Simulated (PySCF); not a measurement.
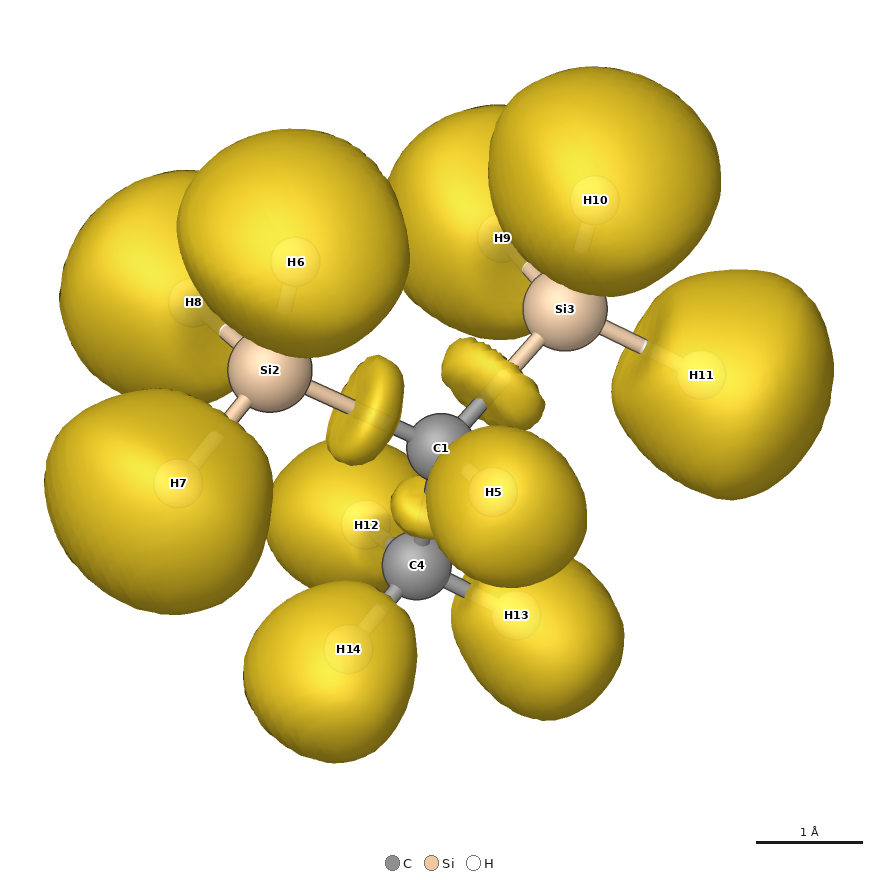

Figure. C$_{2}$H$_{10}$Si$_{2}$ (SMILES CC([SiH3])[SiH3]). Isosurface of the ELF at 0.85 (yellow), seen at a tilt. Only the valence region is drawn (cores and ρ < 0.01 e/Å³ removed).

Geometry: PBE0-D3(BJ)/def2-SVP.

Theory: PBE0/pcSseg-2, SCF density, gas phase, non-relativistic (PySCF 2.14.0).

```yaml
atoms:
  - { symbol: C, position_ang: [0.4036, 0.0504, -0.2167] }
  - { symbol: Si, position_ang: [-0.0730, 1.5156, 0.8758] }
  - { symbol: Si, position_ang: [-0.9832, -0.4255, -1.4073] }
  - { symbol: C, position_ang: [0.8743, -1.1501, 0.6169] }
  - { symbol: H, position_ang: [1.2331, 0.4115, -0.8542] }
  - { symbol: H, position_ang: [-0.4564, 2.6994, 0.0467] }
  - { symbol: H, position_ang: [1.0779, 1.8945, 1.7552] }
  - { symbol: H, position_ang: [-1.2308, 1.1510, 1.7518] }
  - { symbol: H, position_ang: [-2.1882, -0.8757, -0.6423] }
  - { symbol: H, position_ang: [-1.3706, 0.7338, -2.2690] }
  - { symbol: H, position_ang: [-0.5397, -1.5529, -2.2871] }
  - { symbol: H, position_ang: [0.0658, -1.5374, 1.2590] }
  - { symbol: H, position_ang: [1.2104, -1.9845, -0.0202] }
  - { symbol: H, position_ang: [1.7154, -0.8856, 1.2783] }
```

Question: Where are the electrons localised?

Answer: The surface consists of one region between bonded C–C atoms (shared pairs), two regions between bonded C–Si atoms (shared pairs) and ten regions around hydrogen nuclei.

Values along the shortest contacts:
C–C (1.54 Å): the ELF peaks at about 0.95 between the atoms (localised, covalent bonding). C–Si (1.89 Å): the ELF peaks at about 0.95 between the atoms (a covalent bond).
